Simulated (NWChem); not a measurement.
# PbH4 (SMILES [H][Pb]([H])([H])[H]) at 6 levels

We compute a comparison of 6 runs (B3LYP/def2-TZVP, PBE0/def2-SVP, BLYP/def2-TZVP, PBE0/def2-TZVP, wB97X/def2-TZVP, CCSD(T)/def2-TZVP) of PbH4. 

Program for the calculation: NWChem 7.3.0.

1 further run of the same task is left out (set aside as unsound or not needed).

## Step 1: Starting point

PbH4: 5 atoms, total charge 0, spin state singlet. SMILES: `[H][Pb]([H])([H])[H]`. The shape comes from GFN2-xTB, which is rough for such elements, and wasn't checked as a minimum.

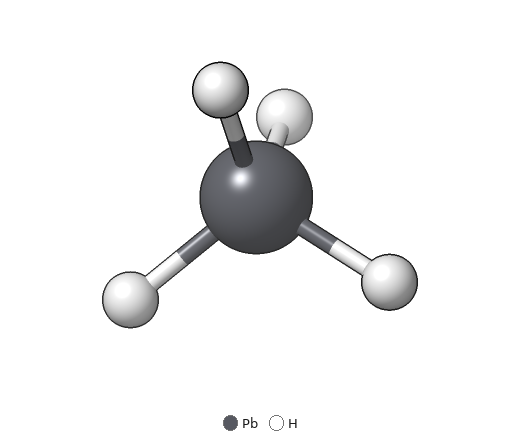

The structure, seen from a chosen angle (lead dark grey, hydrogen white).

## Step 2: Energy and gradient at B3LYP/def2-TZVP (core potential) (run 1)

a.xyz reads:

```xyz
5

Pb    -0.000850     0.000120     0.000170
H      0.011330    -0.018310     1.720940
H      1.618300     0.010410    -0.583450
H     -0.818470     1.409030    -0.554090
H     -0.810310    -1.401250    -0.583580
```

a.nw reads:

```
start a
memory 2200 mb
charge 0

geometry units angstroms noautosym nocenter noautoz
load a.xyz
end

basis spherical bse
* library def2-TZVP
end

ecp bse
Pb library def2-TZVP
end

dft
xc b3lyp
grid xfine
convergence energy 1e-08
iterations 100
mulliken
print low
end

task dft gradient
```

On the command line:

```bash
$ nwchem a.nw > a.out
```

What it wrote:

```text
[...]
 d= 0,ls=0.0,diis     1   -195.2556595741 -2.23D+02  1.03D-02  1.84D-01     2.3
[...]
 d= 0,ls=0.0,diis     6   -195.2719111295 -1.51D-09  4.47D-07  2.86D-09    12.0
         Total DFT energy =     -195.271911129467
      One electron energy =     -394.236442680585
           Coulomb energy =      188.319783563979
    Exchange-Corr. energy =      -17.546919974808
 Nuclear repulsion energy =       28.191667961947
[...]
      Total Density - Mulliken Population Analysis
     ---------------------------------------------
    Atom       Charge   Shell Charges
 -----------   ------   -------------------------------------------------------
    1 Pb  22    21.67   0.07 -0.59  1.84  0.69  0.97  0.48 -0.64  6.63  0.89  1.11  0.20  8.95  1.01  0.05  0.00  0.02
    2 H    1     1.08   0.23  0.54  0.31  0.01
    3 H    1     1.08   0.23  0.54  0.31  0.01
    4 H    1     1.08   0.23  0.54  0.31  0.01
    5 H    1     1.08   0.23  0.54  0.31  0.01
[...]
                         DFT ENERGY GRADIENTS
    atom               coordinates                        gradient
                 x          y          z           x          y          z
   1 Pb     -0.001606   0.000227   0.000321   -0.000189  -0.000047  -0.000031
   2 H       0.021411  -0.034601   3.252105   -0.000036   0.000101  -0.010304
   3 H       3.058144   0.019672  -1.102561   -0.009670  -0.000074   0.003487
   4 H      -1.546684   2.662681  -1.047078    0.004946  -0.008478   0.003318
   5 H      -1.531264  -2.647979  -1.102806    0.004949   0.008499   0.003530
 Task  times  cpu:       15.0s     wall:       15.0s
 Total times  cpu:       15.1s     wall:       15.1s
```

It took 16 s on 1 thread of Intel Xeon Platinum 8559C (Emerald Rapids), shared host; peak memory 0.15 GiB.

## Step 3: Energy and gradient at PBE0/def2-SVP (core potential) (run 2)

input.nw reads:

```
start input
title "PbH4"
memory stack 880 mb heap 220 mb global 1100 mb
charge 0

geometry units angstroms noautosym nocenter noautoz
  Pb      -0.000850       0.000120       0.000170
  H        0.011330      -0.018310       1.720940
  H        1.618300       0.010410      -0.583450
  H       -0.818470       1.409030      -0.554090
  H       -0.810310      -1.401250      -0.583580
end

basis "ao basis" spherical bse
  * library def2-SVP
end

ecp bse
  Pb library def2-SVP
end

dft
  xc pbe0
  grid xfine
  convergence energy 1e-08
  iterations 100
  mulliken
  print low
end

task dft gradient
```

On the command line:

```bash
$ nwchem input.nw > input.out
```

What it wrote:

```text
[...]
 d= 0,ls=0.0,diis     1   -195.1644265645 -2.23D+02  1.39D-02  6.40D-02     1.3
[...]
 d= 0,ls=0.0,diis     6   -195.1779227279 -5.64D-10  3.95D-07  1.33D-10     6.5
         Total DFT energy =     -195.177922727894
      One electron energy =     -394.284590151562
           Coulomb energy =      188.374598122002
    Exchange-Corr. energy =      -17.459598660280
 Nuclear repulsion energy =       28.191667961947
[...]
      Total Density - Mulliken Population Analysis
     ---------------------------------------------
    Atom       Charge   Shell Charges
 -----------   ------   -------------------------------------------------------
    1 Pb  22    21.77  -0.95  2.99  1.07  0.32  2.69  3.33  1.64  0.65  9.63  0.39
    2 H    1     1.06   0.67  0.38  0.01
    3 H    1     1.06   0.67  0.38  0.01
    4 H    1     1.06   0.67  0.38  0.01
    5 H    1     1.06   0.67  0.38  0.01
[...]
                         DFT ENERGY GRADIENTS
    atom               coordinates                        gradient
                 x          y          z           x          y          z
   1 Pb     -0.001606   0.000227   0.000321   -0.000199  -0.000047  -0.000030
   2 H       0.021411  -0.034601   3.252105   -0.000030   0.000093  -0.009650
   3 H       3.058144   0.019672  -1.102561   -0.009052  -0.000070   0.003265
   4 H      -1.546684   2.662681  -1.047078    0.004637  -0.007943   0.003107
   5 H      -1.531264  -2.647979  -1.102806    0.004644   0.007967   0.003308
 Task  times  cpu:        7.9s     wall:        7.9s
 Total times  cpu:        8.0s     wall:        8.0s
```

Run time: 8.7 s. Hardware: 1 thread of Intel Xeon Platinum 8559C (Emerald Rapids), shared host; peak memory 0.13 GiB.

## Step 4: Energy and forces at BLYP/def2-TZVP (core potential) (run 3)

h4pb.nw reads:

```
start h4pb
memory 2200 mb

geometry units angstroms noautosym nocenter noautoz
Pb    -0.000850     0.000120     0.000170
H      0.011330    -0.018310     1.720940
H      1.618300     0.010410    -0.583450
H     -0.818470     1.409030    -0.554090
H     -0.810310    -1.401250    -0.583580
end

basis "ao basis" spherical bse
* library def2-TZVP
end

ecp bse
Pb library def2-TZVP
end

dft
xc becke88 lyp
grid xfine
convergence energy 1e-08
iterations 100
mulliken
print medium
end

task dft gradient
```

On the command line:

```bash
$ nwchem h4pb.nw > h4pb.out
```

What it wrote:

```text
[...]
          Wavefunction type:  closed shell.
          No. of atoms     :     5
          No. of electrons :    26
[...]
          Charge           :     0
          Spin multiplicity:     1
[...]
          AO basis - number of functions:    74
[...]
              XC Information
              --------------
                    Becke 1988 Exchange Functional  1.000
              Lee-Yang-Parr Correlation Functional  1.000
[...]
 d= 0,ls=0.0,diis     1   -195.1327109180 -2.23D+02  1.35D-02  2.84D-01     2.3
[...]
 d= 0,ls=0.0,diis     6   -195.1540881997 -2.97D-09  1.62D-06  2.09D-08    11.8
         Total DFT energy =     -195.154088199693
      One electron energy =     -394.176922831990
           Coulomb energy =      188.254626263109
    Exchange-Corr. energy =      -17.423459592759
 Nuclear repulsion energy =       28.191667961947
[...]
      Total Density - Mulliken Population Analysis
     ---------------------------------------------
    Atom       Charge   Shell Charges
 -----------   ------   -------------------------------------------------------
    1 Pb  22    21.64   0.07 -0.60  1.87  0.67  1.01  0.47 -0.64  6.64  0.89  1.03  0.22  8.92  1.03  0.03  0.00  0.02
    2 H    1     1.09   0.23  0.53  0.32  0.01
    3 H    1     1.09   0.23  0.53  0.32  0.01
    4 H    1     1.09   0.23  0.53  0.32  0.01
    5 H    1     1.09   0.23  0.53  0.32  0.01
[...]
  wavefunction    = closed shell
                         DFT ENERGY GRADIENTS
    atom               coordinates                        gradient
                 x          y          z           x          y          z
   1 Pb     -0.001606   0.000227   0.000321   -0.000174  -0.000050  -0.000035
   2 H       0.021411  -0.034601   3.252105   -0.000066   0.000144  -0.014260
   3 H       3.058144   0.019672  -1.102561   -0.013392  -0.000097   0.004829
   4 H      -1.546684   2.662681  -1.047078    0.006825  -0.011717   0.004594
   5 H      -1.531264  -2.647979  -1.102806    0.006808   0.011721   0.004873
[...]
```

Run time: 16 s. Hardware: 1 thread of Intel Xeon Platinum 8559C (Emerald Rapids), shared host; peak memory 0.15 GiB.

Runs 4 to 5 aren't shown in full; the table further down has their settings and results.

## Step 5: A single-point energy at CCSD(T)/def2-TZVP (core potential) (run 6)

h4pb.nw reads:

```
start h4pb
title "H4Pb"
memory 2200 mb

geometry units angstrom noautosym nocenter noautoz
  Pb    -0.000850     0.000120     0.000170
  H      0.011330    -0.018310     1.720940
  H      1.618300     0.010410    -0.583450
  H     -0.818470     1.409030    -0.554090
  H     -0.810310    -1.401250    -0.583580
end

basis "ao basis" spherical bse
  Pb library def2-TZVP
  H library def2-TZVP
end

ecp bse
  Pb library def2-TZVP
end

scf
  thresh 1e-08
  maxiter 80
end

ccsd
  freeze core 4
  maxiter 60
end

task ccsd(t) energy
```

On the command line:

```bash
$ nwchem h4pb.nw > h4pb.out
```

What it wrote:

```text
[...]
  functions       =    74
[...]
  wavefunction    = RHF
[...]
         Total SCF energy =   -194.074778680533
      One-electron energy =   -394.010474501655
      Two-electron energy =    171.744027859176
 Nuclear repulsion energy =     28.191667961947
        Time for solution =      6.0s
[...]
 Total MP2 energy:           -194.499574752336883
[...]
             energy      energy      error      ampl     ampl      Block
                                                time     time      time
[...]
 Total CCSD energy:           -194.499920200894337
[...]
 Total CCSD+T(CCSD) energy:           -194.509711907675467
[...]
 Total CCSD(T) energy:                -194.509040105101036
[...]
```

Run time: 50 s. Hardware: 1 thread of Intel Xeon Platinum 8559C (Emerald Rapids), shared host; peak memory 0.18 GiB.

## Step 6: Overview of the runs

| run | level | core potential | task | energy (Eh) | largest force (eV/Å) | wall time |
| --- | --- | --- | --- | --- | --- | --- |
| 1 | B3LYP/def2-TZVP (core potential) | def2-TZVP | gradient | -195.271911 | 0.537 | 16 s |
| 2 | PBE0/def2-SVP (core potential) | def2-SVP | gradient | -195.177923 | 0.504 | 8.7 s |
| 3 | BLYP/def2-TZVP (core potential) | def2-TZVP | gradient | -195.154088 | 0.741 | 16 s |
| 4 | PBE0/def2-TZVP (core potential) | def2-TZVP | gradient | -195.189407 | 0.405 | 16 s |
| 5 | wB97X/def2-TZVP (core potential) | def2-TZVP | gradient | -195.237159 | 0.385 | 44 s |
| 6 | CCSD(T)/def2-TZVP (core potential) | def2-TZVP | energy | -194.509040 | – | 50 s |

## Step 7: What came out

| quantity | value |
| --- | --- |
| run 6: total energy | -194.50904 Eh |
| run 6: HOMO energy (Hartree–Fock orbitals) | -11.80 eV |
| run 6: LUMO energy (Hartree–Fock orbitals) | 2.90 eV |
| run 6: HOMO–LUMO gap (Hartree–Fock orbitals) | 14.71 eV |
| run 6: correlation energy (4 core orbitals frozen) | -434.3 mEh |
| run 6: (T) correction | -9.12 mEh |

Over runs 3, 4, 5 the HOMO–LUMO gap runs from 6.62 eV (BLYP/def2-TZVP) to 13.24 eV (wB97X/def2-TZVP). Totals of different functionals can't be ranked against each other. All runs together took 2.5 min, the longest 50 s.
